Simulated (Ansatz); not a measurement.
# singlet [CF3]+ at 5 levels

We compute a comparison of 5 runs (HF/STO-3G, BHLYP/STO-3G, r2SCAN0/STO-3G, CCSDT/STO-3G, CCSDTQ/STO-3G) of singlet [CF3]+. 

Program for the calculation: Ansatz 0.2.0.

31 further runs of the same task are left out: 6 that didn't finish, 25 set aside as unsound or not needed.

## 1. The structure to begin with

[CF3]+: 4 atoms, total charge +1, spin state singlet. SMILES of the parent species: `F[C](F)F`. The coordinates come from a PBE0-D4/def2-TZVP relaxation. That shape belongs to the parent species and isn't relaxed for this state.

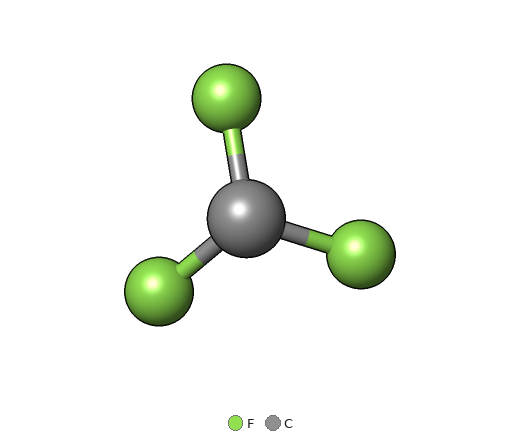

Viewed from a chosen angle; fluorine green, carbon grey.

## 2. A single-point energy at HF/STO-3G (run 1)

The input, run.yaml:

```yaml
crystal:
  periodic: [false, false, false]
  atoms:
    - {symbol: F, position_ang: [-1.227500, 0.024900, 0.265400]}
    - {symbol: C, position_ang: [-0.039500, -0.059500, -0.286700]}
    - {symbol: F, position_ang: [0.658900, -1.044900, 0.227300]}
    - {symbol: F, position_ang: [0.608100, 1.079500, -0.205900]}
basis:
  gaussian:
    orbitals: STO-3G
total_charge: 1
hamiltonian:
  xc: hf
accuracy: high
```

Started as:

```sh
$ ansatz run run.yaml --threads 1 --pin off --max-ram 2610MiB --events-out events.jsonl --progress --plain --runs-dir runs
```

The log of the run:

```text
Warning: RAYON_NUM_THREADS=1 ignored (pool sized by the plan → 1); use --threads N
Functional definition: HF
  name "HF"
  exchange = exact_x
  correlation = 0
366 factors; integrals over basis functions are off by at most 4.2e-8 eV
mean field evaluation 1: about -9004.0831 eV, gradient 4.8e1 eV
mean field evaluation 2: about -9004.1901 eV, gradient 4.8e1 eV
mean field evaluation 4: about -9011.7439 eV, gradient 2.1e0 eV
mean field evaluation 8: about -9011.7658 eV, gradient 1.7e-4 eV
mean field -9011.76579298 eV, -331.1762844978 hartree, gradient 7.9e-9 eV, S^2 0.000000; 0 other end points of the search recorded, 0 dependent functions left out
reference -9011.76579298 eV, -331.1762844978 hartree; 16, 16 occupied and 4, 4 virtual orbitals, 366 factors
Total energy: -9011.76579298 eV, -331.1762844978 hartree
```

It took 0.1 s on 1 thread of Arm Neoverse V2, shared host.

## 3. The energy at BHLYP/STO-3G (run 2)

The input, input.yaml:

```yaml
crystal:
  periodic: [false, false, false]
  atoms:
    - {symbol: F, position_ang: [-1.227500, 0.024900, 0.265400]}
    - {symbol: C, position_ang: [-0.039500, -0.059500, -0.286700]}
    - {symbol: F, position_ang: [0.658900, -1.044900, 0.227300]}
    - {symbol: F, position_ang: [0.608100, 1.079500, -0.205900]}
basis:
  gaussian: {orbitals: STO-3G}
total_charge: 1
hamiltonian: {xc: {name: BHLYP}}
accuracy: high
```

Started as:

```sh
$ ansatz run input.yaml --threads 1 --pin off --max-ram 2610MiB --events-out events.jsonl --progress --plain --runs-dir runs
```

The log of the run:

```text
Warning: RAYON_NUM_THREADS=1 ignored (pool sized by the plan → 1); use --threads N
Functional definition: BHLYP
  name "BHLYP"
  parameter a = 0.5
  exchange = (1 - a)*b88_x + a*exact_x
  correlation = lyp_c
366 factors; integrals over basis functions are off by at most 4.2e-8 eV
mean field evaluation 1: about -9038.1561 eV, gradient 4.4e1 eV
mean field evaluation 2: about -9038.1792 eV, gradient 4.8e1 eV
mean field evaluation 4: about -9044.2989 eV, gradient 8.9e-2 eV
mean field evaluation 8: about -9044.3644 eV, gradient 1.2e-2 eV
mean field evaluation 16: about -9044.3644 eV, gradient 2.1e-7 eV
mean field -9044.36436227 eV, -332.3742598231 hartree, gradient 3.5e-8 eV, S^2 0.000000; 0 other end points of the search recorded, 0 dependent functions left out
reference -9044.36437263 eV, -332.3742602039 hartree; 16, 16 occupied and 4, 4 virtual orbitals, 366 factors
Total energy: -9044.36437263 eV, -332.3742602039 hartree
```

Wall time 0.82 s (1 thread of Arm Neoverse V2, shared host); peak memory 0.091 GiB.

Runs 3 to 4 aren't shown in full; the table further down has their settings and results.

## 4. The energy at CCSDTQ/STO-3G (run 5)

The input, input.yaml:

```yaml
crystal:
  periodic: [false, false, false]
  atoms:
    - symbol: F
      position_ang: [-1.227500, 0.024900, 0.265400]
    - symbol: C
      position_ang: [-0.039500, -0.059500, -0.286700]
    - symbol: F
      position_ang: [0.658900, -1.044900, 0.227300]
    - symbol: F
      position_ang: [0.608100, 1.079500, -0.205900]
basis:
  gaussian: {orbitals: STO-3G}
total_charge: 1
correlation: {method: ccsdtq, frozen_orbitals: {C: 1, F: 1}}
accuracy: high
scf: {omitted_lower_state_checks: [cluster_reference, increment]}
```

Started as:

```sh
$ ansatz run input.yaml --threads 1 --pin off --max-ram 2610MiB --events-out events.jsonl --progress --plain --runs-dir runs
```

The log of the run, shortened:

```text
Warning: RAYON_NUM_THREADS=1 ignored (pool sized by the plan → 1); use --threads N
[... 2 set-up lines as earlier in the session ...]
[...]
366 factors; integrals over basis functions are off by at most 4.2e-8 eV
[...]
mean field -9011.76579298 eV, -331.1762844978 hartree, gradient 7.9e-9 eV, S^2 0.000000; 0 other end points of the search recorded, 0 dependent functions left out
4 core orbitals not correlated: weight in the atoms' cores, before any rotation towards them, 1.000 or more for the frozen orbitals, at most 0.000 for the correlated occupied ones
reference -9011.76579298 eV, -331.1762844978 hartree; 12, 12 occupied and 4, 4 virtual orbitals, 366 factors
second order -4.26162815 eV of doubles, -0.00000000 eV of singles
cycle   1  -4.39438705 eV  change   -1.3e-1 eV  update   1.4e-1
[...]
cycle  27  -5.32926058 eV  change   1.8e-10 eV  update   3.0e-9
Total energy: -9017.09505356 eV, -331.3721312116 hartree
Checks for a lower state left out: cluster_reference, increment
```

It took 17 s on 1 thread of Arm Neoverse V2, shared host; peak memory 0.27 GiB.

## 5. The series

```
run           level  frozen core orbitals  energy (Eh)  wall time
  1       HF/STO-3G                     –  -331.176284      0.1 s
  2    BHLYP/STO-3G                     –  -332.374260     0.82 s
  3  r2SCAN0/STO-3G                     –  -332.374428      2.3 s
  4    CCSDT/STO-3G                     4  -331.371675      0.4 s
  5   CCSDTQ/STO-3G                     4  -331.372131       17 s
```

## 6. What came out

| quantity | value |
| --- | --- |
| run 5: total energy | -331.37213 Eh |
| run 5: correlation energy (4 core orbitals frozen) | -195.8 mEh |
| run 5: T1 diagnostic | 0.022 |

What this shows: Below the HF energy at the same shape and in the same basis (STO-3G): CCSDT -195.4 mEh; CCSDTQ -195.8 mEh. Totals of different functionals can't be ranked against each other. In runs 1, 2, 3, 4, 5 the basis is minimal, so the values are rough. All runs together took 21 s, the longest 17 s.
